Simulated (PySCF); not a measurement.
Molecule: CH4Cl2Ge, SMILES [Cl][GeH]([Cl])[CH3]. Atoms near the plane z = 1.2 Å, at the CAM-B3LYP/def2-SVP optimised geometry (x, y, z in Å): Ge1 (-0.2, -0.7, 0.0), C2 (-0.8, 1.1, 0.0), Cl3 (1.9, -0.7, 0.0), Cl4 (-0.9, -1.7, 1.8), H7 (-1.9, 1.1, 0.0), H8 (-0.4, 1.6, 0.9).

Computed with CAM-B3LYP/def2-TZVP (PySCF 2.14.0). The values are rescaled to run from 0 to 1.

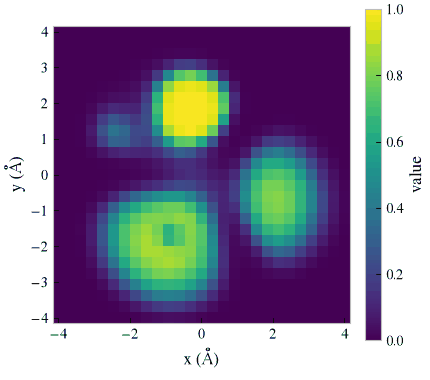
Fig. 1. a field on the plane z = 1.2 Å.

Question: Which quantity is mapped?
A. electron localisation function
B. electrostatic potential
C. deformation density (molecule minus spherical neutral atoms)
D. an orbital amplitude

Answer: A, electron localisation function
